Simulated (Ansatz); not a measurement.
# CH7FSiSn: the cost of one run

Computed with Ansatz 0.2.0, driven from Python. Level of theory: r2SCAN0/def2-SVP.

## (1) Starting point

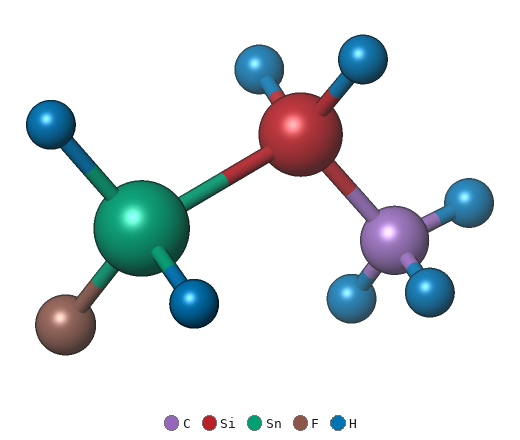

The structure that the script starts from, seen from a chosen angle (carbon purple, silicon red, tin teal, fluorine brown, hydrogen blue).

No structure file is read: the coordinates are typed or built in the script.

## (2) The script

File run_tae.py:

```python
"""Atomisation energy of CH7FSiSn at the given geometry."""

from collections import Counter

import ansatz as az

BASIS_SET = "def2-SVP"
XC = "r2scan0"


def single_point(molecule, charge=0, unpaired=0):
    calc = (
        molecule.calculation()
        .basis(gaussian=BASIS_SET)  # atom-centred Gaussian functions
        .functional(XC)
    )
    if charge:
        calc = calc.charge(charge)
    if unpaired:
        calc = calc.spin("collinear", total=unpaired)
    report = calc.run().report
    if report["published_state_doubts"]:
        print("  doubts:", report["published_state_doubts"])
    return report["free_energy_ev"]

GEOMETRY = """
C    -0.83220    1.46400    0.25290
Si   -0.21020   -0.09080    0.93100
Sn    0.94810   -1.33970   -0.90840
F    -0.19240   -1.69980   -2.34100
H    -1.58880    1.27700   -0.59860
H    -1.40660    2.08180    1.04210
H    -0.01740    2.12570   -0.14640
H    -1.27580   -0.88800    1.44150
H     0.74180    0.22480    2.06140
H     2.30440   -0.36430   -1.47700
H     1.59460   -2.84780   -0.23710
"""


def main() -> None:
    molecule = az.Crystal.molecule()
    for line in GEOMETRY.strip().splitlines():
        symbol, *xyz = line.split()
        molecule = molecule.atom(symbol, [float(v) for v in xyz])

    # Hund ground states
    unpaired = {"C": 2, "Si": 2, "Sn": 2, "F": 1, "H": 1}
    counts = Counter(site.symbol for site in molecule.cartesian_sites)
    atom_energy = {s: single_point(az.Crystal.molecule().atom(s, (0, 0, 0)), 0, unpaired[s]) for s in counts}
    whole = single_point(molecule, 0, 0)
    for s, e in atom_energy.items():
        print(f"{s:2s} x{counts[s]}  {e:14.5f} eV")
    print(f"CH7FSiSn: {whole:.5f} eV")
    split = sum(counts[s] * e for s, e in atom_energy.items()) - whole
    print(f"atomisation energy (no zero-point term): {23.060548 * split:.1f} kcal/mol, {split / sum(counts.values()):.3f} eV an atom")


if __name__ == "__main__":
    main()
```

## (3) The input behind the calls

The package turns the script's settings into the engine's input (first run):

```yaml
crystal:
  periodic: [false, false, false]
  atoms:
    - { symbol: C, position_ang: [0.0, 0.0, 0.0] }
basis:
  gaussian:
    orbitals: def2-SVP
hamiltonian:
  xc: r2scan0
magnetization:
  spin_polarized: true
  initial_magnetization: 2.0
```

## (4) Launch

Launch:

```
python run_tae.py
```

Q: Estimate wall time and peak memory on 1 thread of Arm Neoverse V1, shared host.

About 11 s, with a peak of 0.31 GiB.
